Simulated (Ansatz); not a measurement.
A series of calculations on GaH₂Cl₂

Part 1: Relaxation

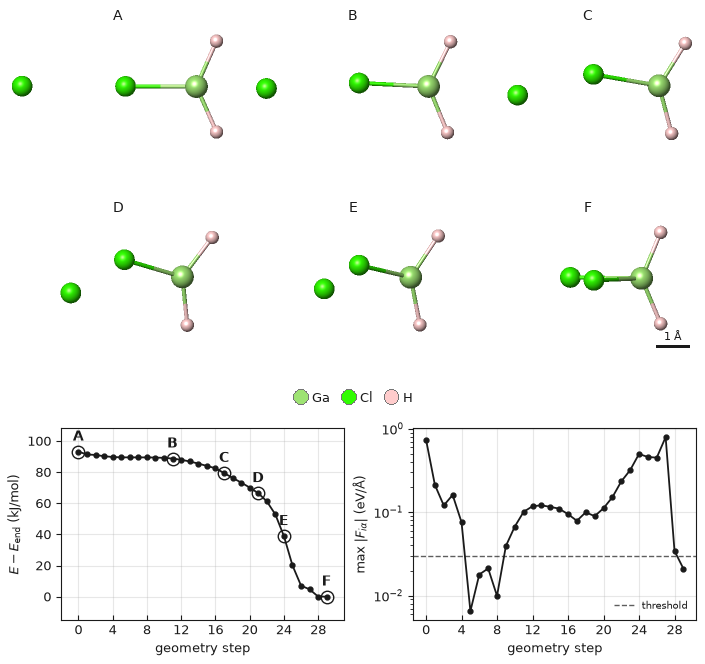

Frames of a relaxation of GaH2Cl2 (multiplicity 2), marked on the history of the run. Style: ball-and-stick. Shown face on.

The run prepares an end point of a later path (reaction) calculation, from a guessed geometry.

These are results of UKS PBE0/def2-SVP (Ansatz 0.2.0), not measurements. Set-up: collinear spin; force threshold 0.03 eV/Å; at most 50 steps.

Q: What happens along the run?

A: A Cl atom moves most after the best rigid fit: 2.53 Å. By element the largest moves are Cl 2.53 Å, H 0.92 Å, Ga 0.81 Å. Among the contacts that change: Cl–Ga 5.452 → 2.348 Å, Cl–Cl 3.236 → 2.667 Å, Cl–Ga 2.216 → 2.348 Å. New bonds form, among them: Cl–Ga (5.45 → 2.35 Å). Bond angles that change, for instance: Cl–Ga–H 113.9° → 109.1°. After 29 geometry steps the energy has fallen by 93.2 kJ/mol. The largest force component goes from 0.74 to 0.021 eV/Å. The forces were under the threshold at step 5, but the run went on from there. From step 0 to 11: a Cl atom moves most (0.32 Å), energy −4.47 kJ/mol. From step 11 to 17: Cl atoms move most (0.61 Å), energy −9.28 kJ/mol. From step 17 to 21: a Cl atom moves most (0.76 Å), energy −13.0 kJ/mol. From step 21 to 24: a Cl atom moves most (0.58 Å), energy −27.6 kJ/mol. From step 24 to 29: a Cl atom moves most (0.49 Å), energy −38.9 kJ/mol.

Limits of the set-up: the start holds two separate molecules, 3.2 Å apart at their closest, whose relative position is a soft coordinate and is computed without a dispersion correction.

Part 2: Relaxation

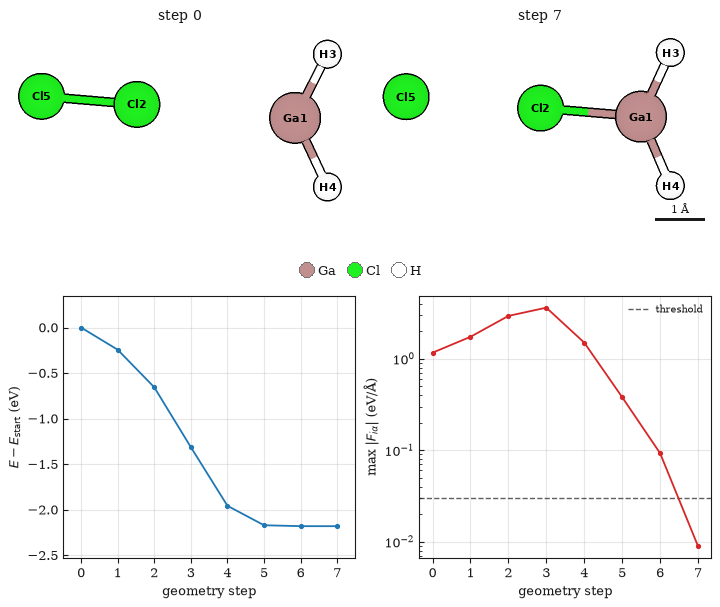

First and last geometry of a relaxation of GaH₂Cl₂ (multiplicity 2), with the history of the run. The picture is a ball-and-stick view, seen from a free direction.

The run prepares an end point of a later path (reaction) calculation, from a guessed geometry.

Theory: UKS PBE0/def2-SVP (Ansatz 0.2.0).

The input:
```yaml
crystal:
  periodic: [false, false, false]
  atoms:
    - { symbol: Ga, position_ang: [0.0, 0.0, -0.352877] }
    - { symbol: Cl, position_ang: [0.0, 0.0, 3.071267] }
    - { symbol: H, position_ang: [1.417629, 0.0, -1.050963] }
    - { symbol: H, position_ang: [-1.417629, 0.0, -1.050963] }
    - { symbol: Cl, position_ang: [0.0, 0.0, 5.133535] }
magnetization:
  spin_polarized: true
  initial_magnetization: 1
basis:
  gaussian: { orbitals: def2-SVP }
hamiltonian:
  xc: pbe0
relax:
  f_tol: 0.03
  max_steps: 50
output:
  orbitals: {}
```

Launched with:
```bash
ansatz run input.yaml --threads 2 --pin off --max-ram 3072MiB --backend cpu --events-out ev --progress --plain --runs-dir out
```

Did the run converge, and what did it change?

It converged. Over 7 geometry steps the energy falls by 2.181 eV. Largest force component: 1.2 eV/Å at the start, 0.009 eV/Å at the end. Cl2 moves most after the best rigid fit: 0.95 Å. Largest moves by element: Cl 0.95 Å, H 0.37 Å, Ga 0.31 Å. Near-neighbour distances that change, for instance: Ga1–Cl2 3.424 → 2.171 Å, Cl2–Cl5 2.062 → 2.909 Å, Ga1–H3 1.580 → 1.556 Å. New bonds form, among them: Ga1–Cl2 (3.42 → 2.17 Å). Bonds break, among them: Cl2–Cl5 (2.06 → 2.91 Å). Among the angles between lasting bonds that change: H3–Ga1–H4 127.6° → 131.8°.

Limits of the set-up: the start holds two separate molecules, 3.4 Å apart at their closest, whose relative position is a soft coordinate and is computed without a dispersion correction.

Part 3: Path

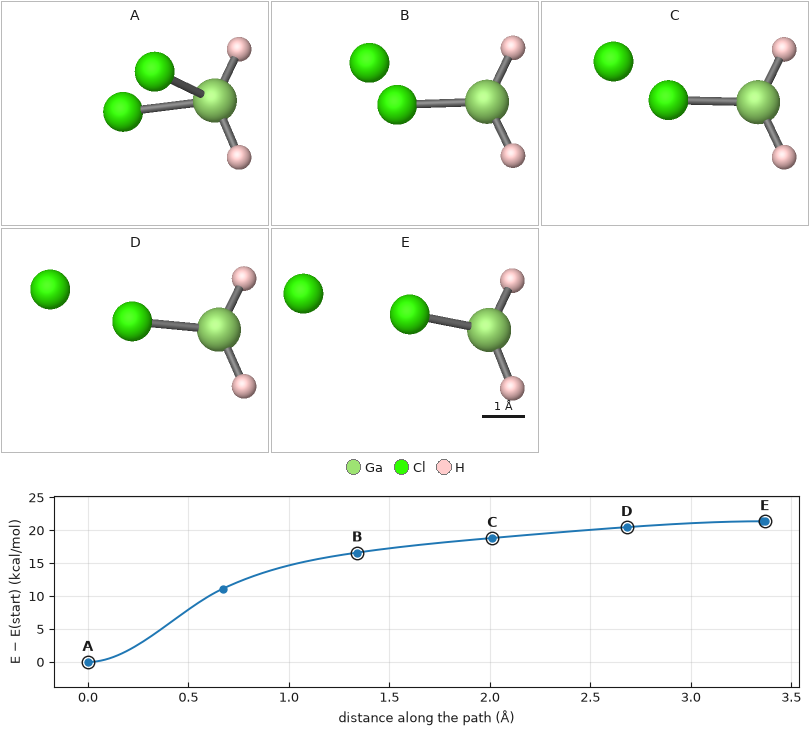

A nudged-elastic-band calculation for GaH2Cl2 (multiplicity 2). Images are numbered from 0 (start) to 6 (end). Frames A to E are images 0, 2, 3, 4, 6. The picture is a ball-and-stick view, seen at a tilt.

Computed with UKS PBE0/def2-SVP in Ansatz 0.2.0.

Input file:
```yaml
crystal:
  periodic: [false, false, false]
  atoms:
    - { symbol: Ga, position_ang: [0.074658, -0.153486, 0.65217] }
    - { symbol: Cl, position_ang: [-0.443806, 1.65208, 2.060627] }
    - { symbol: H, position_ang: [1.549221, -0.022669, 0.18091] }
    - { symbol: H, position_ang: [-1.22493, -0.64415, -0.043341] }
    - { symbol: Cl, position_ang: [0.044855, -0.831776, 2.899635] }
magnetization:
  spin_polarized: true
  initial_magnetization: 1
basis:
  gaussian: { orbitals: def2-SVP }
hamiltonian:
  xc: pbe0
neb:
  order_check: false
  images: 5
  f_tol: 0.03
  max_iterations: 60
  final_atoms:
    - { symbol: Ga, position_ang: [0.0917377, 0.02095631, -0.0424845] }
    - { symbol: Cl, position_ang: [-0.07476564, -0.01707946, 2.12185817] }
    - { symbol: H, position_ang: [1.52261581, 0.3417246, -0.5637246] }
    - { symbol: H, position_ang: [-1.24174474, -0.27756306, -0.78727069] }
    - { symbol: Cl, position_ang: [-0.29784513, -0.0680394, 5.02162262] }
  initial_path:
    images:
      - { positions_ang: [[0.074658, -0.153486, 0.65217], [-0.443806, 1.65208, 2.060627], [1.549221, -0.022669, 0.18091], [-1.22493, -0.64415, -0.043341], [0.044855, -0.831776, 2.899635]] }
      - { positions_ang: [[0.08486601, -0.12135263, 0.43686445], [-0.3367631, 1.12355901, 2.20132264], [1.53273122, 0.05163632, -0.10190021], [-1.19843807, -0.56021771, -0.32270591], [-0.08239805, -0.493626, 3.53642003]] }
      - { positions_ang: [[0.09507402, -0.08921926, 0.22155891], [-0.22972021, 0.59503803, 2.34201827], [1.51624144, 0.12594165, -0.38471042], [-1.17194614, -0.47628542, -0.60207081], [-0.20965111, -0.15547599, 4.17320506]] }
      - { positions_ang: [[0.10528202, -0.05708589, 0.00625336], [-0.12267731, 0.06651704, 2.48271391], [1.49975166, 0.20024697, -0.66752064], [-1.14545421, -0.39235313, -0.88143572], [-0.33690416, 0.18267401, 4.80999009]] }
      - { positions_ang: [[0.10076725, -0.03107182, -0.00999259], [-0.10670675, 0.03865154, 2.36242866], [1.50737304, 0.24740618, -0.63292196], [-1.17755105, -0.35408978, -0.85004738], [-0.32388448, 0.09910288, 4.88053427]] }
      - { positions_ang: [[0.09625248, -0.00505776, -0.02623855], [-0.0907362, 0.01078604, 2.24214342], [1.51499443, 0.29456539, -0.59832328], [-1.2096479, -0.31582642, -0.81865903], [-0.31086481, 0.01553174, 4.95107845]] }
      - { positions_ang: [[0.0917377, 0.02095631, -0.0424845], [-0.07476564, -0.01707946, 2.12185817], [1.52261581, 0.3417246, -0.5637246], [-1.24174474, -0.27756306, -0.78727069], [-0.29784513, -0.0680394, 5.02162262]] }
```

Launched with:
```bash
ansatz run input.yaml --threads 2 --pin off --max-ram 3072MiB --backend cpu --events-out ev --progress --plain --runs-dir out
```

Read off the barrier and say what moves.

Breaking: Cl–Ga (2.35 → 5.08 Å). No barrier shows: the energy is highest at the end, and the end lies 21.4 kcal/mol above the start. The band converged in 12 iterations. The largest component of the band force went from 6.5 to 0.025 eV/Å.

Cost: 3.3 min on 2 threads of Arm Neoverse V1 (shared host), peak memory 0.26 GiB.
